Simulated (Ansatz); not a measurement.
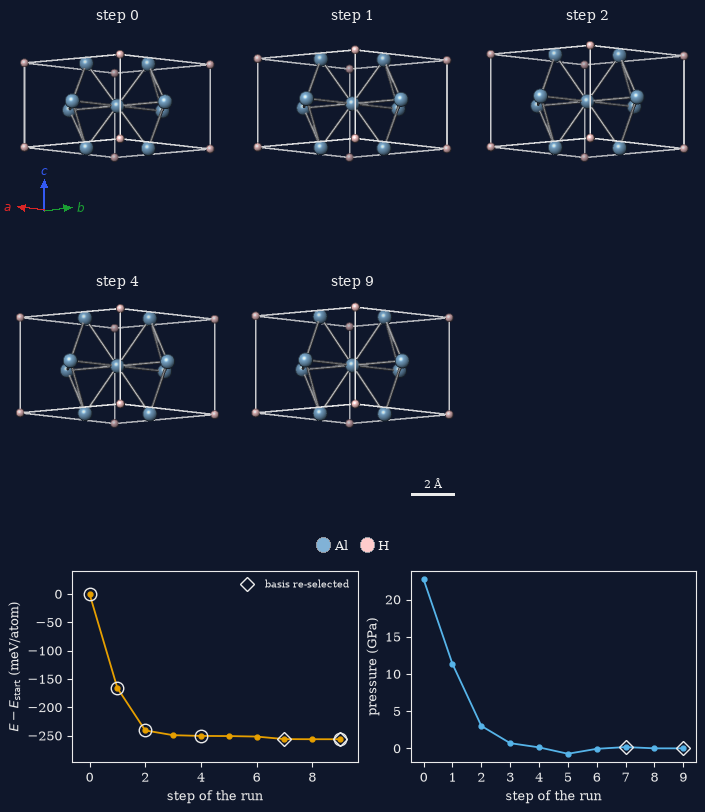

Frames of a relaxation of a crystal of Al$_{5}$H (a generated structure, set up in P6/mmm) (coarse preliminary run), marked on the history of the run. A ball-and-stick model of the cell of the calculation, seen from a free direction.

Theory: DFT PBE, scalar-relativistic, plane waves, PAW (Ansatz 0.2.0).

Input
```yaml
crystal:
  lattice:
    - [5.04416018, 0.0, 0.0]
    - [-2.52208009, 4.36837085, 0.0]
    - [0.0, 0.0, 4.02690992]
  atoms:
    - { symbol: Al, position: [0.0, 0.5, 0.5] }
    - { symbol: Al, position: [0.33333333, 0.66666667, 0.0] }
    - { symbol: Al, position: [0.66666667, 0.33333333, 0.0] }
    - { symbol: Al, position: [0.5, 0.0, 0.5] }
    - { symbol: Al, position: [0.5, 0.5, 0.5] }
    - { symbol: H, position: [0.0, 0.0, 0.0] }
basis:
  ecutwfc: 420
kpoints:
  mp_grid: { grid: [6, 6, 4] }
hamiltonian:
  xc: pbe
scf:
  occupations: { method: gaussian, width: 0.1 }
  lower_state_search: "off"
output:
  forces: true
  stress: true
  eigenvalues: true
relax:
  adjacent_minimum: "off"
  f_tol: 0.04
  max_steps: 70
  cell: { stress_tol: 0.4 }
```

Launched with:
```bash
ansatz run input.yaml --threads 1 --pin off --max-ram 2560MiB --backend cpu --events-out ev --progress --plain --runs-dir out
```

> Describe the path.

No atom moves by more than 0.005 Å relative to the cell. Cell: a = b 5.044 → 5.257 Å (+4.2 %), c 4.027 → 4.624 Å (+14.8 %). Volume +24.7 %. Near-neighbour distances that change, for instance: Al1–Al2 2.485 → 2.765 Å, Al1–Al4 2.522 → 2.628 Å. Among the angles between lasting bonds that change: Al1–Al3–Al1 108.3° → 113.4°, Al1–Al3–Al4 61.0° → 56.7°, Al1–Al3–Al4 145.9° → 148.2°. The space group stays P6/mmm (No. 191). After 7 accepted moves (9 points after the start) the energy has fallen by 256 meV per atom. All forces vanish by symmetry, so only the cell relaxes. Pressure: 22.69 GPa at the start and 0.01 GPa at the end. At 2 points the geometry stayed and the basis and grid were re-selected for the new cell (energy shift of 4.5 meV per atom at most each time). From step 0 to 1: volume +8.9 %, energy −166 meV per atom. From step 1 to 2: volume +9.2 %, energy −74.6 meV per atom. From step 2 to 4: volume +4.4 %, energy −9.7 meV per atom. From step 4 to 9: volume +0.5 %, energy −5.8 meV per atom.

| step | E − E(0), meV/atom | pressure, GPa | volume, Å³/atom | note |
| --- | --- | --- | --- | --- |
| 0 | 0.00 | 22.69 | 14.789 |  |
| 1 | -166.10 | 11.35 | 16.101 |  |
| 2 | -240.74 | 3.02 | 17.577 |  |
| 3 | -249.14 | 0.71 | 18.166 |  |
| 4 | -250.47 | 0.14 | 18.351 |  |
| 5 | -250.71 | -0.72 | 18.574 |  |
| 6 | -251.60 | -0.05 | 18.408 |  |
| 7 | -256.07 | 0.18 | 18.408 | same geometry, new basis |
| 8 | -256.27 | 0.01 | 18.442 |  |
| 9 | -256.29 | 0.01 | 18.442 | same geometry, new basis |

Limits of the set-up: the k-point mesh is coarse for a cell with partly filled bands.
